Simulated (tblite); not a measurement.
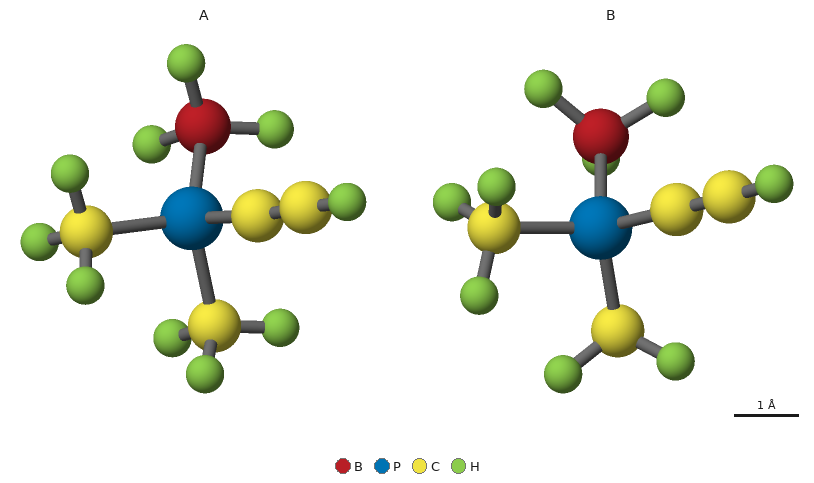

Two geometries of C4H10BP, drawn at one scale. One is the start of a relaxation, the other its converged end. A ball-and-stick model, seen from a free direction.

The calculation used GFN2-xTB geometry optimisation, gas phase (tblite). 

Q: Which geometry has the lower energy?

A: Structure A is the relaxed one. After 112 geometry steps the energy has fallen by 15.7 kcal/mol. The largest moves after the best rigid fit, 0.91 Å, are those of H atoms. Largest moves by element: H 0.91 Å, C 0.34 Å, B 0.23 Å, P 0.16 Å. Among the contacts that change: C–P 1.772 → 1.837 Å, C–H 1.133 → 1.089 Å, B–P 1.881 → 1.921 Å, C–H 1.074 → 1.052 Å. Bond angles that change, for instance: P–B–H 114.3° → 103.1°, B–P–C 105.4° → 116.3°, H–B–H 105.8° → 113.7°. Groups turn about C–P by about 50°, B–P by about 45°, C–P by about 30°. Cost: 0.64 s on 1 thread of Arm Neoverse V1 (shared host).
